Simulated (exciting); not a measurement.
# Core excitons at the S L₂,₃ edge of LuTlS2, part 2 of 2

Aim: the S L₂,₃ absorption edge of LuTlS2 with the electron–hole interaction treated explicitly, and what each term of the kernel does.

exciting sodium; X-ray absorption, core-level Bethe-Salpeter equation, exchange and statically screened direct term, Tamm-Dancoff, all-electron LAPW+lo LDA.

So far. Step 4 (Screening, kernels and BSE for S atom 3): Maxima (height): 1.6 eV (0.32), 4.1 eV (0.41), 10.8 eV (0.95), 12.0 eV (1.00), 13.3 eV (0.95), 16.5 eV (0.78) and 17.7 eV (0.75). Step 6 (Exchange alone): Maxima (height): 2.3 eV (0.19), 7.1 eV (0.34), 12.7 eV (0.82), 14.9 eV (0.91) and 19.1 eV (0.96). The spectrum differs from the independent-particle run by 4 % r.m.s.

## Step 8: Another input

In this try the input is made faulty on purpose, to show what that does.

The input, input.xml:

```
<input>
  <title>LuTlS2</title>
  <structure speciespath="." autormt="false" epslat="1.0e-5">
    <crystal>
      <basevect>3.7038000843 2.1383899758 14.1759260680</basevect>
      <basevect>-3.7038000843 2.1383899758 14.1759260680</basevect>
      <basevect>0.0000000000 -4.2767799515 14.1759260680</basevect>
    </crystal>
    <species speciesfile="Tl.xml" rmt="2.300">
      <atom coord="0.5000000000 0.5000000000 0.5000000000"/>
    </species>
    <species speciesfile="Lu.xml" rmt="2.300">
      <atom coord="0.0000000000 0.0000000000 0.0000000000"/>
    </species>
    <species speciesfile="S.xml" rmt="2.300">
      <atom coord="0.2688658400 0.2688658400 0.2688658400"/>
      <atom coord="0.7311341600 0.7311341600 0.7311341600"/>
    </species>
  </structure>
  <groundstate do="skip" xctype="LDA_PW" ngridk="3 3 3" rgkmax="7" gmaxvr="14" nempty="8" swidth="0.001" maxscl="100" epsengy="1e-5"/>
  <xs xstype="BSE" ngridk="3 3 3" ngridq="3 3 3" vkloff="0.097 0.273 0.493" rgkmax="7" nempty="43" gqmax="0.6" lmaxapwwf="5" lmaxemat="3" broad="0.01654" tevout="true">
    <energywindow intv="5.091 6.754" points="452"/>
    <screening screentype="full" nempty="69"/>
    <BSE xas="true" xasspecies="3" xasatom="1" xasedge="L23" bsetype="singlet" nstlxas="1 39"/>
    <qpointset>
      <qpoint>0 0 0</qpoint>
    </qpointset>
    <plan>
      <doonly task="xsgeneigvec"/>
      <doonly task="screen"/>
      <doonly task="scrcoulint"/>
      <doonly task="exccoulint"/>
    </plan>
  </xs>
</input>
```

The input, input.xml for the last start (plan only):

```
  <plan>
    <doonly task="bse"/>
  </plan>
```

The run is started by

```bash
$ OMP_NUM_THREADS=1 mpirun -n 4 exciting
$ OMP_NUM_THREADS=4 exciting
```

Numbers of over 12 decimals in the logs are rounded to 6 here.

The program printed:

```text
| EXCITING SODIUM started for task xsgeneigvec ( 301)                          =
One-shot GS runs for BSE calculations
One-shot GS runs for k+qmt/2 grids
Info(xsgeneigvec): Generating eigenvectors for Q-point      1
Info(xsgeneigvec): Generation of eigenvectors finished
| EXCITING SODIUM started for task screen ( 430)                               =
Info(screenlauncher): Calculating screening for unshifted q-grid.
Info(screenlauncher): Number of q points:       6
Info(screenlauncher): lowest (partially)  unoccupied state:     29
[...]
Info(setup_bse_block): Setting up RR part of hamiltonian
Info(setup_bse_block): Singlet spin state
Info(bse): Diagonalizing RR Hamiltonian (TDA)
Info(bse): Invoking Lapack routine ZHEEVR
      6318 eigen solutions found in the interval:
         i1=       1 i2=    6318
Info(bse): Writing excition energies and oscillator strengths to text file.
Info(makespectrum_dist): Making spectrum using formula for coupling with time reversed AR basis.
Info(makespectrum_dist): Using formalism for vanishing momentum transfer.
Info(writederived): Writing quantities derived from the macroscopic dielectric function.
Info(bselauncher): Spectrum finished for iqmt=  1
Info(bselauncher): All done for BSE type singlet
```

Wall time 3.8 min (4 MPI ranks of Arm Neoverse V1, shared host).

The input has a fault: the cutoff of the kernels is far too low. Against the singlet run the r.m.s. difference is 13 %. The highest maximum lies at 13.5 eV (0.93), against 12.0 eV (1.00). The first bright state moves from -0.50 to -0.35 eV. The kernels miss the short-range part of the Coulomb interaction, its components above their cutoff.

| E (eV) | first run | this run |
| --- | --- | --- |
| -2.0 | 0.03 | 0.02 |
| -1.0 | 0.07 | 0.05 |
| 0.0 | 0.17 | 0.15 |
| 1.0 | 0.25 | 0.20 |
| 2.0 | 0.28 | 0.25 |
| 3.0 | 0.30 | 0.24 |
| 4.0 | 0.41 | 0.29 |
| 5.0 | 0.40 | 0.37 |
| 6.0 | 0.42 | 0.40 |
| 7.0 | 0.46 | 0.40 |
| 8.0 | 0.71 | 0.57 |
| 9.0 | 0.78 | 0.63 |
| 10.0 | 0.91 | 0.75 |
| 11.0 | 0.94 | 0.84 |
| 12.0 | 1.00 | 0.90 |
| 13.0 | 0.94 | 0.89 |
| 14.0 | 0.86 | 0.89 |
| 15.0 | 0.78 | 0.83 |
| 16.0 | 0.74 | 0.78 |
| 17.0 | 0.74 | 0.81 |
| 18.0 | 0.74 | 0.83 |
| 19.0 | 0.67 | 0.79 |

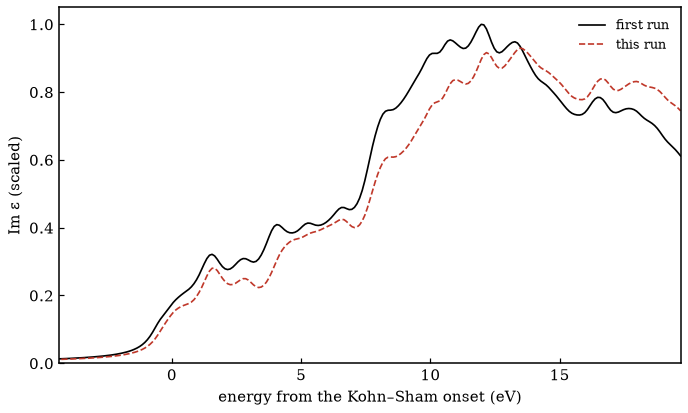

This run beside the first singlet run.

## Step 9: Ground state with other settings

In this try the input is made faulty on purpose, to show what that does.

The input, input.xml:

```
<input>
  <title>LuTlS2</title>
  <structure speciespath="." autormt="false" epslat="1.0e-5">
    <crystal>
      <basevect>3.7038000843 2.1383899758 14.1759260680</basevect>
      <basevect>-3.7038000843 2.1383899758 14.1759260680</basevect>
      <basevect>0.0000000000 -4.2767799515 14.1759260680</basevect>
    </crystal>
    <species speciesfile="Tl.xml" rmt="2.300">
      <atom coord="0.5000000000 0.5000000000 0.5000000000"/>
    </species>
    <species speciesfile="Lu.xml" rmt="2.300">
      <atom coord="0.0000000000 0.0000000000 0.0000000000"/>
    </species>
    <species speciesfile="S.xml" rmt="2.300">
      <atom coord="0.2688658400 0.2688658400 0.2688658400"/>
      <atom coord="0.7311341600 0.7311341600 0.7311341600"/>
    </species>
  </structure>
  <groundstate do="fromscratch" xctype="LDA_PW" ngridk="3 3 3" rgkmax="7" gmaxvr="14" nempty="8" swidth="0.001" maxscl="3" epsengy="1e-5"/>
</input>
```

The input, SPECIES.xml, added lines:

```
<lo l="L">  <!-- L = 0, 1, 2, and 3 from Cs on -->
  <wf matchingOrder="0" trialEnergy="0.1500" searchE="false"/>
  <wf matchingOrder="1" trialEnergy="0.1500" searchE="false"/>
  <wf matchingOrder="0" trialEnergy="0.9000" searchE="false"/>
</lo>
```

The run is started by

```bash
$ OMP_NUM_THREADS=1 mpirun -n 4 exciting
```

The program printed:

```text
EXCITING SODIUM started
********************************************************************************
* Ground-state run starting from atomic densities                              *
********************************************************************************
+ Starting initialization                                                      +
[... lattice and species ...]
 Spin treatment                             :    spin-unpolarised
 Number of Bravais lattice symmetries       :      12
 Number of crystal symmetries               :      12
 k-point grid                               :       3    3    3
 Total number of k-points                   :       6
 k-point set is reduced with crystal symmetries
 R^MT_min * |G+k|_max (rgkmax)              :       7.00000000
 Species with R^MT_min                      :       1 (Tl)
 Maximum |G+k| for APW functions            :       3.04347826
 Maximum |G| for potential and density      :      14.00000000
 G-vector grid sizes                        :      72    72    72
 Total number of G-vectors                  :   31245
 Maximum angular momentum used for
     APW functions                          :       8
     computing H and O matrix elements      :       8
     potential and density                  :       8
     inner part of muffin-tin               :       2
 Total nuclear charge                       :    -184.00000000
 Total electronic charge                    :     184.00000000
 Total core charge                          :     128.00000000
 Total valence charge                       :      56.00000000
 Number of empty states                     :       8
 Total number of valence states             :      37
 Maximum Hamiltonian size                   :     430
 Maximum number of plane-waves              :     335
 Total number of local-orbitals             :      95
 Exchange-correlation type                  :       3
     Perdew-Wang, Phys. Rev. B 45, 13244 (1992)
 Smearing scheme                            :    Gaussian
 Smearing width                             :       0.00100000
 Using multisecant Broyden potential mixing
+ Ending initialization                                                        +
********************************************************************************
* Groundstate module started                                                   *
********************************************************************************
 Output level for this task is set to normal
+ Self-consistent loop started                                                 +
 Density and potential initialised from atomic data
+ SCF iteration number :    1                                                  +
 Total energy                               :    -35625.30727253
 _______________________________________________________________
[...]
Coulomb energy                             :    -75467.23877681
 Exchange energy                            :      -694.88646594
 Correlation energy                         :       -18.30024339
 DOS at Fermi energy (states/Ha/cell)       :         0.00000000
 Electron charges :
     core                                   :       128.00000000
     core leakage                           :         0.00081910
     valence                                :        56.00000000
     interstitial                           :         7.59309283
     charge in muffin-tin spheres :
                  atom     1    Tl          :        78.28182701
                  atom     2    Lu          :        68.15909435
                  atom     3     S          :        14.98299290
                  atom     4     S          :        14.98299290
     total charge in muffin-tins            :       176.40690717
     total charge                           :       184.00000000
 Estimated fundamental gap                  :         0.08311160
        valence-band maximum at    5      0.3333  0.3333  0.3333
     conduction-band minimum at    3      0.3333  0.3333  0.0000
 RMS change in effective potential (target) :  0.696995E-01  ( 0.100000E-05)
 Absolute change in total energy   (target) :   15.3410      ( 0.100000E-04)
 Charge distance                   (target) :  0.521422E-02  ( 0.100000E-04)
+ Reached self-consistent loops maximum :    3                                 +
 Total energy                               :    -35644.05557685
 _______________________________________________________________
 Fermi energy                               :         0.20539309
 Kinetic energy                             :     40536.53583994
 Coulomb energy                             :    -75467.43137361
 Exchange energy                            :      -694.86162072
 Correlation energy                         :       -18.29842246
 DOS at Fermi energy (states/Ha/cell)       :         0.00000000
 Electron charges :
     core                                   :       128.00000000
     core leakage                           :         0.00081727
     valence                                :        56.00000000
     interstitial                           :         7.71034641
     charge in muffin-tin spheres :
                  atom     1    Tl          :        78.31805374
                  atom     2    Lu          :        68.19495390
                  atom     3     S          :        14.88832297
                  atom     4     S          :        14.88832297
     total charge in muffin-tins            :       176.28965359
     total charge                           :       184.00000000
 Estimated fundamental gap                  :         0.07342900
        valence-band maximum at    5      0.3333  0.3333  0.3333
     conduction-band minimum at    3      0.3333  0.3333  0.0000
+ Self-consistent loop stopped                                                 +
 STATE.OUT is written
********************************************************************************
* Groundstate module stopped                                                   *
********************************************************************************
 Total time spent (seconds)                 :        13.09
- CAUTION! Warnings have been written in file WARNING.OUT !                    -
| EXCITING SODIUM stopped                                                      =
```

Wall time 15 s (4 MPI ranks).

No converged result was reached; the numbers in the log don't describe the system.

The fault put into the input: the self-consistent loop is cut at three steps.

## Step 10: From independent particles to the full kernel

| level | curve passes 0.15 (eV) | highest maximum (eV) | its height |
| --- | --- | --- | --- |
| IP | 1.8 | 19.1 | 0.94 |
| RPA | 1.9 | 19.1 | 0.96 |
| singlet | -0.1 | 12.0 | 1.00 |

| E (eV) | IP | RPA | singlet |
| --- | --- | --- | --- |
| -2.0 | 0.01 | 0.01 | 0.03 |
| -1.0 | 0.02 | 0.02 | 0.07 |
| 0.0 | 0.05 | 0.05 | 0.17 |
| 1.0 | 0.11 | 0.10 | 0.25 |
| 2.0 | 0.19 | 0.18 | 0.28 |
| 3.0 | 0.19 | 0.18 | 0.30 |
| 4.0 | 0.17 | 0.17 | 0.41 |
| 5.0 | 0.25 | 0.23 | 0.40 |
| 6.0 | 0.33 | 0.31 | 0.42 |
| 7.0 | 0.36 | 0.34 | 0.46 |
| 8.0 | 0.34 | 0.32 | 0.71 |
| 9.0 | 0.48 | 0.45 | 0.78 |
| 10.0 | 0.56 | 0.52 | 0.91 |
| 11.0 | 0.69 | 0.64 | 0.94 |
| 12.0 | 0.76 | 0.71 | 1.00 |
| 13.0 | 0.84 | 0.80 | 0.94 |
| 14.0 | 0.92 | 0.89 | 0.86 |
| 15.0 | 0.92 | 0.91 | 0.78 |
| 16.0 | 0.84 | 0.83 | 0.74 |
| 17.0 | 0.89 | 0.89 | 0.74 |
| 18.0 | 0.91 | 0.91 | 0.74 |
| 19.0 | 0.94 | 0.96 | 0.67 |

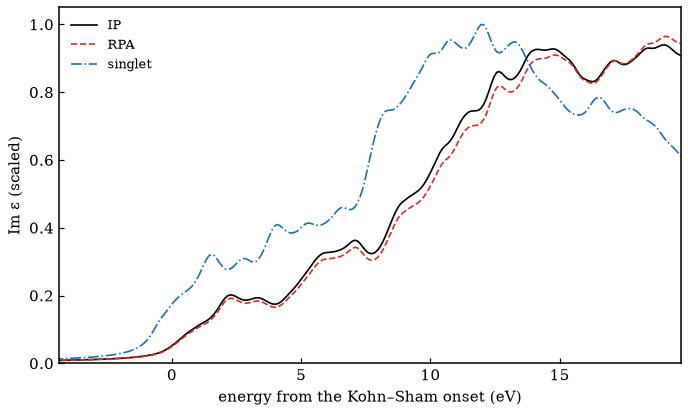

The spectrum at each level.

## Step 11: Results

```json
{
  "absorber and edge": "S L₂,₃, atom 3",
  "surroundings": "3 Lu at 2.69 Å and 3 Tl at 3.23 Å (distorted octahedral, site symmetry 3m)",
  "first bright state": "-0.50 eV from the Kohn–Sham onset, on this mesh",
  "highest maximum": "12.0 eV",
  "cost of the BSE run": "29 min on 4 MPI ranks of Arm Neoverse V1, shared host; the last task ran on as many threads"
}
```

What this shows: Is a core exciton bound? Undecided on this mesh: the first bright state (over 5 % of the brightest) lies at -0.50 eV from the Kohn–Sham onset. Changing the half width (eV) from 0.45 to 0.11 alters the spectrum by 11 % r.m.s. Exchange alone changes the independent-particle spectrum by 4 % r.m.s. With 27 k points the binding energies are rough, and fine structure above the first lines is partly noise of the mesh. Exchange and the short-range direct term aren't converged in the kernel cutoff. The zero comes from the shifted mesh, which comes near the band minimum without meeting it. The conduction states carry no spin here, so the exchange coupling to the spinor core hole is only partly held. The Kohn–Sham onset, 150 eV, is no photon energy (tabulated edge of the element: 162.5 eV): the scale needs a rigid shift. Bands and screening come from semilocal DFT, whose small gap overscreens. Vibrations and energy-dependent lifetimes are left out. The structure is a Materials Project entry, computed there, and may be a hypothetical form.

[Banner, clock and machine lines of the logs are left out without a mark of their own.]

[Logs are printed without paths, hosts, clocks, repeated set-up lines and the standing remarks that a program may print on its own settings, such as how far it seeks lower states.]

[Hosts, paths, dates, database ids (printed as entryN), source tags and the programs' standing remarks are cut or masked in the printed files.]
